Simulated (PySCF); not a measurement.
Zn(F)(OSiH3), H3FOSiZn, SMILES [F][Zn][O][SiH3] at its PBE0/def2-SVP optimised geometry (Å):

```
7

Zn    -1.0614    -1.1246    -3.0394
F     -1.1206    -1.1904    -4.7676
O     -1.0538    -1.1286    -1.2872
Si    -0.4465    -0.3044     0.0000
H      1.0538    -0.3044     0.0000
H     -0.9163    -0.9418     1.2664
H     -0.8909     1.1286     0.0000
```

Level of theory: PBE0/def2-TZVP (PySCF). Cells within 0.4 Å of a nucleus heavier than hydrogen are left out (blank, or x).

Map of the deformation density (molecule minus spherical neutral atoms) (e/bohr³) on the plane z = 0.0 Å:

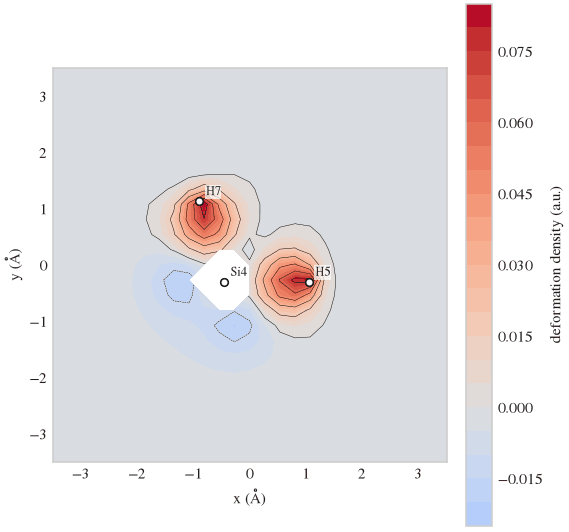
Figure. Deformation density (molecule minus spherical neutral atoms) (e/bohr³) on the plane z = 0.0 Å.
